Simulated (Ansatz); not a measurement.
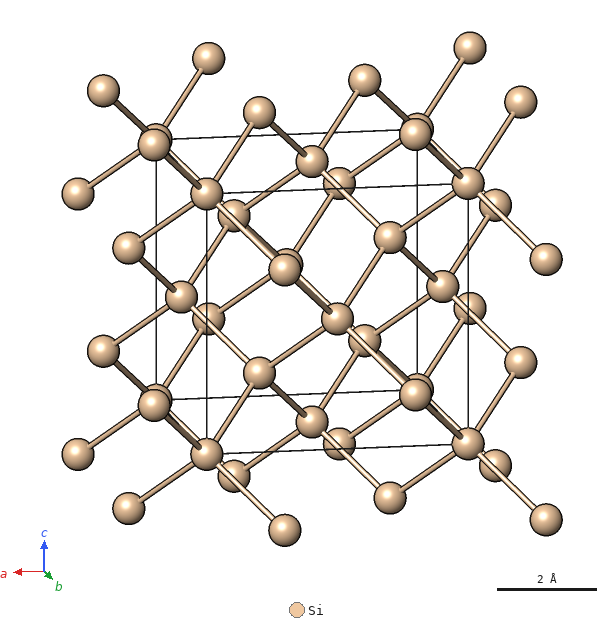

Ball-and-stick drawing of the structure, looking from a general direction. The lines enclose the conventional unit cell; boundary atoms appear with their images. Neighbours across the faces are drawn wherever a bond reaches them.

The element is silicon. It is face-centred cubic, space group Fd-3m (No. 227). Type of structure: diamond. The cell holds eight atoms. Each Si has four Si in a tetrahedral arrangement at about 2.3 Å. The bonds build a three-dimensional framework.

The structure comes from a structure listed in the Materials Project. The geometry is the end of a relaxation with DFT LDA, scalar-relativistic, plane waves, PAW (Ansatz 0.2.0).
